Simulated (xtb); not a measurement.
**Geometry relaxation of BBr₂F (part 2 of 2)**

Continued. System: BBr₂F, SMILES FB(Br)Br. Method: GFN2-xTB (xtb 6.7.1 later snapshot). The geometry comes from this level: GFN2-xTB.

Geometry of the input (Å):
```
F  1.3058  0.4630  0.3625
B  0.1080  0.0415  0.0350
Br -0.4730  -1.6080  0.6896
Br -0.9408  1.1035  -1.0871
```

**Output, continued**
```
........................................................................
.............................. CYCLE    5 ..............................
........................................................................

 iter      E             dE          RMSdq      gap      omega  full diag
   1    -14.2768748 -0.142769E+02  0.441E-03    4.38       0.0  T
   2    -14.2768748 -0.246965E-08  0.281E-03    4.38      17.8  T
   3    -14.2768748  0.389949E-08  0.136E-03    4.38      36.6  T
   4    -14.2768748 -0.567487E-08  0.768E-04    4.38      65.1  T
   5    -14.2768748 -0.333044E-09  0.355E-04    4.38     140.9  T
     SCC iter.                  ...        0 min,  0.001 sec
     gradient                   ...        0 min,  0.002 sec
 * total energy  :   -14.2409924 Eh     change       -0.7295052E-07 Eh
   gradient norm :     0.0000389 Eh/α   predicted    -0.5606646E-07 ( -23.14%)
   displ. norm   :     0.0003549 α      lambda       -0.1870233E-08
   maximum displ.:     0.0003456 α      in ANC's #1, #2, #6, ...

   *** GEOMETRY OPTIMIZATION CONVERGED AFTER 5 ITERATIONS ***

------------------------------------------------------------------------
 total energy gain   :        -0.0000057 Eh       -0.0036 kcal/mol
 total RMSD          :         0.0063535 a0        0.0034 Å
 total power (kW/mol):        -0.0029809 (step)   -0.8097 (real)
------------------------------------------------------------------------

 ANCopt (total)                0 d,  0 h,  0 min,  0.018 sec
 optimizer setup                ...        0 min,  0.000 sec (  0.543%)
 model hessian                  ...        0 min,  0.000 sec (  0.318%)
 ANC generation                 ...        0 min,  0.000 sec (  0.279%)
 coordinate transformation      ...        0 min,  0.000 sec (  0.180%)
 single point calculation       ...        0 min,  0.017 sec ( 93.627%)
 optimization log               ...        0 min,  0.000 sec (  2.211%)
 hessian update                 ...        0 min,  0.000 sec (  0.133%)
 rational function              ...        0 min,  0.000 sec (  1.518%)

================
 final structure:
================
4
 xtb: 6.7.1
F            1.30379661378698        0.46345907327375        0.36389977255509
B            0.10894300095443        0.03880235657460        0.03052962421944
Br          -0.47222865067835       -1.60788309754164        0.69183306916247
Br          -0.94051096406307        1.10562166769328       -1.08626246593700

 Bond Distances (Angstroems)
 ---------------------------
F1-B2=1.3112         B2-F1=1.3112         B2-Br3=1.8673        B2-Br4=1.8673        Br3-B2=1.8673        Br4-B2=1.8673
 F  B  Rav=1.3112 sigma=0.0000  Rmin=1.3112  Rmax=1.3112     1
 Br B  Rav=1.8673 sigma=0.0000  Rmin=1.8673  Rmax=1.8673     2

 selected bond angles (degree)
 --------------------
Br3-B2-F1=118.63               Br4-B2-F1=118.63               Br4-B2-Br3=122.73

 selected dihedral angles (degree)
 ---------------------------------

           -------------------------------------------------
          |                Final Singlepoint                |
           -------------------------------------------------

          ...................................................
          :                      SETUP                      :
          :.................................................:
          :  # basis functions                  28          :
          :  # atomic orbitals                  26          :
          :  # shells                           10          :
          :  # electrons                        24          :
          :  max. iterations                   250          :
          :  Hamiltonian                  GFN2-xTB          :
          :  restarted?                      false          :
          :  GBSA solvation                  false          :
          :  PC potential                    false          :
          :  electronic temp.          300.0000000     K    :
          :  accuracy                    1.0000000          :
          :  -> integral cutoff          0.2500000E+02      :
          :  -> integral neglect         0.1000000E-07      :
          :  -> SCF convergence          0.1000000E-05 Eh   :
          :  -> wf. convergence          0.1000000E-03 e    :
          :  Broyden damping             0.4000000          :
          :  net charge                          0          :
          :  unpaired electrons                  0          :
          ...................................................

 iter      E             dE          RMSdq      gap      omega  full diag
   1    -14.2768748 -0.142769E+02  0.104E-04    4.38       0.0  T
   2    -14.2768748 -0.222400E-11  0.642E-05    4.38     779.1  T
   3    -14.2768748  0.239808E-12  0.568E-05    4.38     880.6  T

   *** convergence criteria satisfied after 3 iterations ***

         #    Occupation            Energy/Eh            Energy/eV
      -------------------------------------------------------------
         1        2.0000           -0.8822665             -24.0077
       ...           ...                  ...                  ...
         6        2.0000           -0.5884569             -16.0127
         7        2.0000           -0.5552749             -15.1098
         8        2.0000           -0.5064394             -13.7809
         9        2.0000           -0.4867450             -13.2450
        10        2.0000           -0.4660973             -12.6832
        11        2.0000           -0.4644952             -12.6396
        12        2.0000           -0.4577892             -12.4571 (HOMO)
        13                         -0.2969094              -8.0793 (LUMO)
        14                         -0.1403464              -3.8190
        15                         -0.1207044              -3.2845
        16                         -0.0139896              -0.3807
        17                         -0.0107673              -0.2930
       ...                                ...                  ...
        26                          0.8683660              23.6294
      -------------------------------------------------------------
                  HL-Gap            0.1608797 Eh            4.3778 eV
             Fermi-level           -0.3773493 Eh          -10.2682 eV

 SCC (total)                   0 d,  0 h,  0 min,  0.003 sec
 SCC setup                      ...        0 min,  0.000 sec (  2.084%)
 Dispersion                     ...        0 min,  0.000 sec (  0.469%)
 classical contributions        ...        0 min,  0.000 sec (  0.193%)
 integral evaluation            ...        0 min,  0.001 sec ( 28.817%)
 iterations                     ...        0 min,  0.001 sec ( 23.915%)
 molecular gradient             ...        0 min,  0.001 sec ( 41.696%)
 printout                       ...        0 min,  0.000 sec (  2.244%)

         :::::::::::::::::::::::::::::::::::::::::::::::::::::
         ::                     SUMMARY                     ::
         :::::::::::::::::::::::::::::::::::::::::::::::::::::
         :: total energy             -14.240992417375 Eh    ::
         :: gradient norm              0.000036600093 Eh/a0 ::
         :: HOMO-LUMO gap              4.377760005199 eV    ::
         ::.................................................::
         :: SCC energy               -14.276874667185 Eh    ::
         :: -> isotropic ES            0.052490268589 Eh    ::
         :: -> anisotropic ES          0.002317621051 Eh    ::
         :: -> anisotropic XC         -0.021495614979 Eh    ::
         :: -> dispersion             -0.002620897228 Eh    ::
         :: repulsion energy           0.035882249809 Eh    ::
         :: add. restraining           0.000000000000 Eh    ::
         :: total charge              -0.000000000000 e     ::
         :::::::::::::::::::::::::::::::::::::::::::::::::::::

           -------------------------------------------------
          |                Property Printout                |
           -------------------------------------------------

    * Orbital Energies and Occupations

         #    Occupation            Energy/Eh            Energy/eV
      -------------------------------------------------------------
         1        2.0000           -0.8822665             -24.0077
         2        2.0000           -0.8768413             -23.8601
         3        2.0000           -0.8686152             -23.6362
         4        2.0000           -0.6131341             -16.6842
         5        2.0000           -0.5902229             -16.0608
         6        2.0000           -0.5884569             -16.0127
         7        2.0000           -0.5552749             -15.1098
         8        2.0000           -0.5064394             -13.7809
         9        2.0000           -0.4867450             -13.2450
        10        2.0000           -0.4660973             -12.6832
        11        2.0000           -0.4644952             -12.6396
        12        2.0000           -0.4577892             -12.4571 (HOMO)
        13                         -0.2969094              -8.0793 (LUMO)
        14                         -0.1403464              -3.8190
        15                         -0.1207044              -3.2845
        16                         -0.0139896              -0.3807
        17                         -0.0107673              -0.2930
        18                         -0.0063329              -0.1723
        19                         -0.0057540              -0.1566
        20                         -0.0047201              -0.1284
        21                          0.0006914               0.0188
        22                          0.0089500               0.2435
        23                          0.1065221               2.8986
       ...                                ...                  ...
        26                          0.8683660              23.6294
      -------------------------------------------------------------
                  HL-Gap            0.1608797 Eh            4.3778 eV
             Fermi-level           -0.3773493 Eh          -10.2682 eV

     #   Z          covCN         q      C6AA      α(0)
     1   9          0.801    -0.244    11.698     4.040
     2   5          2.421     0.511    17.800     7.681
     3  35          1.088    -0.134   188.733    22.151
     4  35          1.088    -0.134   188.734    22.151

 Mol. C6AA /au·bohr⁶  :       1221.692971
 Mol. C8AA /au·bohr⁸  :      66840.165805
 Mol. α(0) /au        :         56.022495

Wiberg/Mayer (AO) data.
largest (>0.10) Wiberg bond orders for each atom

 ---------------------------------------------------------------------------
     #   Z sym  total        # sym  WBO       # sym  WBO       # sym  WBO
 ---------------------------------------------------------------------------
     1   9      1.206 --     2      1.116
     2   5      3.388 --     3      1.136     4      1.136     1      1.116
     3  35      1.228 --     2      1.136
     4  35      1.228 --     2      1.136
 ---------------------------------------------------------------------------

Topologies differ in total number of bonds
Writing topology from bond orders to xtbtopo.mol

molecular dipole:
                 x           y           z       tot (Debye)
 q only:       -0.139      -0.049      -0.039
   full:        0.741       0.264       0.207       2.069
molecular quadrupole (traceless):
                xx          xy          yy          xz          yz          zz
 q only:       -0.534      -0.577      -0.556      -1.109       1.441       1.090
  q+dip:        1.524      -0.413      -4.762      -3.649       8.002       3.238
   full:        0.962      -0.727      -4.442      -3.845       7.792       3.481

           -------------------------------------------------
          |                Geometry Summary                 |
           -------------------------------------------------

      molecular mass/u    :      189.6164868
   center of mass at/Å    :       -0.4584783      -0.1630026      -0.1280096
  moments of inertia/u·Å² :        0.8707435E+02   0.4292426E+03   0.5163170E+03
rotational constants/cm⁻¹ :        0.1936004E+00   0.3927297E-01   0.3264977E-01

 * 3 selected distances

     #   Z          #   Z                                           value/Å
     1   9          2   5                                         1.3111615 (min)
     2   5          3  35                                         1.8672591
     2   5          4  35                                         1.8672660 (max)

 * 2 distinct bonds (by element types)

   Z      Z             #   av. dist./Å        max./Å        min./Å
   5 B    9 F           1     1.3111615     1.3111615     1.3111615
   5 B   35 Br          2     1.8672625     1.8672660     1.8672591

optimized geometry written to: xtbopt.xyz

           -------------------------------------------------
          | TOTAL ENERGY              -14.240992417375 Eh   |
          | GRADIENT NORM               0.000036600093 Eh/α |
          | HOMO-LUMO GAP               4.377760005199 eV   |
           -------------------------------------------------

------------------------------------------------------------------------
------------------------------------------------------------------------
 total:
 *  cpu-time:     0 d,  0 h,  0 min,  0.037 sec
 * ratio c/w:     0.955 speedup
 SCF:
 *  cpu-time:     0 d,  0 h,  0 min,  0.006 sec
 * ratio c/w:     0.976 speedup
 ANC optimizer:
 *  cpu-time:     0 d,  0 h,  0 min,  0.021 sec
 * ratio c/w:     0.940 speedup
```

**File xtbopt.xyz**
```
4
 energy: -14.240992417375 gnorm: 0.000036600093 xtb: 6.7.1
F            1.30379661378698        0.46345907327375        0.36389977255509
B            0.10894300095443        0.03880235657460        0.03052962421944
Br          -0.47222865067835       -1.60788309754164        0.69183306916247
Br          -0.94051096406307        1.10562166769328       -1.08626246593700
```

**Standard error**
```
normal termination of xtb
```

**Trajectory as extended XYZ (Å, eV, eV/Å), 5 frames, from step=0 to step=4**
```
4
Properties=species:S:1:pos:R:3 step=0 energy=-387.51699
F     1.3058    0.4630    0.3625
B     0.1080    0.0415    0.0350
Br   -0.4730   -1.6080    0.6896
Br   -0.9408    1.1035   -1.0871
4
Properties=species:S:1:pos:R:3 step=1 energy=-387.50425
F     1.2952    0.4730    0.3808
B     0.1284    0.0147   -0.0114
Br   -0.4775   -1.6016    0.7050
Br   -0.9461    1.1139   -1.0744
4
Properties=species:S:1:pos:R:3 step=2 energy=-387.51569
F     1.3005    0.4666    0.3695
B     0.1153    0.0306    0.0163
Br   -0.4737   -1.6059    0.6966
Br   -0.9422    1.1088   -1.0824
4
Properties=species:S:1:pos:R:3 step=3 energy=-387.51714
F     1.3039    0.4636    0.3641
B     0.1091    0.0386    0.0302
Br   -0.4724   -1.6080    0.6920
Br   -0.9407    1.1058   -1.0863
4
Properties=species:S:1:pos:R:3 step=4 energy=-387.51715
F     1.3038    0.4635    0.3639
B     0.1089    0.0388    0.0305
Br   -0.4722   -1.6079    0.6918
Br   -0.9405    1.1056   -1.0863
```

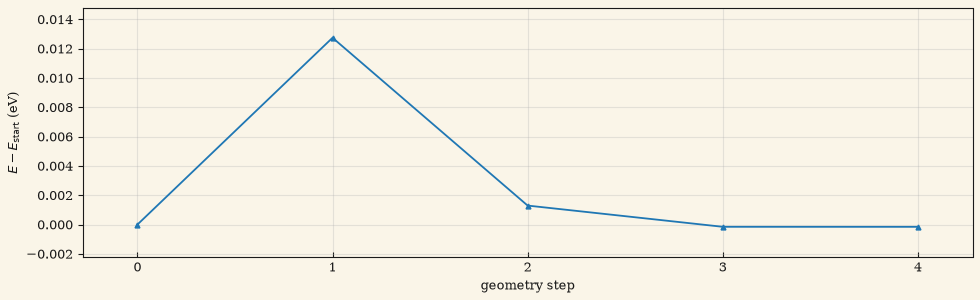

*Progress of the relaxation, step by step (steps are counted from 0).*

Over 4 geometry steps the energy falls by next to nothing (0.0 eV). The atom that moves furthest after the best rigid fit is B2 (0.005 Å). Largest moves by element: B 0.005 Å, F 0.002 Å, Br 0.002 Å. (Atoms are counted from 1 in the order of the input.)

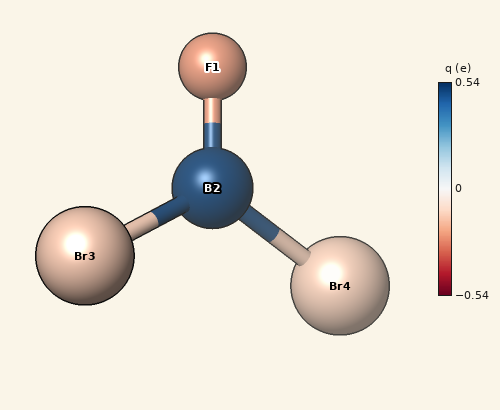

*Mulliken charges, as the colour of each atom (ball-and-stick view, seen at a tilt; atoms are numbered from 1 in the order of the input).*

By element: F −0.24, B +0.51 and Br −0.13 e.
